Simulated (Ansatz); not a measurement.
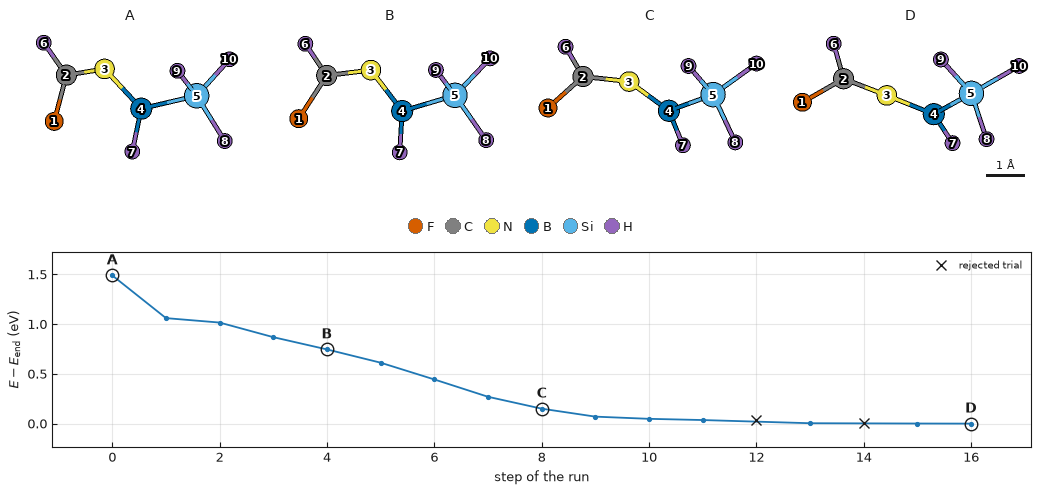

Frames of a relaxation of CH₅BFNSi (coarse preliminary run), marked on the history of the run. The picture is a ball-and-stick view, seen at a tilt.

The start comes from a force field.

These are results of RKS PBE-D4/def2-SVP in Ansatz, not measurements.

Input
```yaml
crystal:
  periodic: [false, false, false]
  atoms:
    - {symbol: F, position_ang: [-2.751500, 0.370200, 0.562200]}
    - {symbol: C, position_ang: [-1.726700, 0.858100, 1.254200]}
    - {symbol: N, position_ang: [-0.551000, 0.596900, 0.875600]}
    - {symbol: B, position_ang: [-0.111100, -0.213200, -0.340900]}
    - {symbol: Si, position_ang: [1.671000, -0.568700, -0.810000]}
    - {symbol: H, position_ang: [-1.889000, 1.470900, 2.145600]}
    - {symbol: H, position_ang: [-1.012500, -0.661700, -1.022600]}
    - {symbol: H, position_ang: [1.770900, -1.356600, -2.023100]}
    - {symbol: H, position_ang: [2.322900, -1.266600, 0.353500]}
    - {symbol: H, position_ang: [2.360100, 0.719600, -0.991400]}
basis:
  gaussian: {orbitals: def2-SVP}
hamiltonian: {xc: pbe, dispersion: d4}
relax: {f_tol: 0.03, max_steps: 200}
```

Run as
```bash
ansatz run in.yaml --threads 4 --pin off --events-out ev --progress --plain --max-ram 10444MiB
```

Describe the path.

Answer. Over 14 accepted moves (16 points after the start) the energy falls by 1.490 eV. Largest force component: 3.5 eV/Å at the start, 0.016 eV/Å at the end. The line search rejected the trial steps at points 12, 14 of the run. The largest moves after the best rigid fit, 1.49 Å, are those of F1 and H7. By element the largest moves are H 1.49 Å, F 1.49 Å, N 0.77 Å, B 0.67 Å, C 0.29 Å, Si 0.15 Å. Among the contacts that change: N3–B4 1.526 → 1.367 Å, B4–Si5 1.877 → 2.031 Å, Si5–H8 1.450 → 1.509 Å, Si5–H10 1.472 → 1.509 Å. Bond angles that change, for instance: C2–N3–B4 128.1° → 177.0°, F1–C2–H6 121.0° → 111.6°, N3–C2–H6 119.9° → 125.8°. Groups turn about B4–Si5 by about 55°. The run took 23 s on 4 threads of Arm Neoverse V1 (shared host). From step 0 to 4: F1 moves most (0.60 Å), energy −0.744 eV. From step 4 to 8: H7 moves most (0.75 Å), energy −0.596 eV. From step 8 to 16: N and H atoms move most (0.38 Å), energy −0.150 eV.

| step | E − E(0), eV | largest force component, eV/Å | note |
| --- | --- | --- | --- |
| 0 | 0.0000 | 3.5059 |  |
| 1 | -0.4290 | 1.3927 |  |
| 2 | -0.4736 | 1.3045 |  |
| 3 | -0.6206 | 1.0720 |  |
| 4 | -0.7438 | 1.6646 |  |
| 5 | -0.8773 | 1.6155 |  |
| 6 | -1.0458 | 0.9254 |  |
| 7 | -1.2200 | 0.6603 |  |
| 8 | -1.3395 | 0.6455 |  |
| 9 | -1.4196 | 0.5447 |  |
| 10 | -1.4416 | 0.5324 |  |
| 11 | -1.4538 | 0.7257 |  |
| 12 | -1.4505 | 0.8695 | rejected |
| 13 | -1.4859 | 0.1648 |  |
| 14 | -1.4856 | 0.1160 | rejected |
| 15 | -1.4888 | 0.0815 |  |
| 16 | -1.4898 | 0.0158 |  |
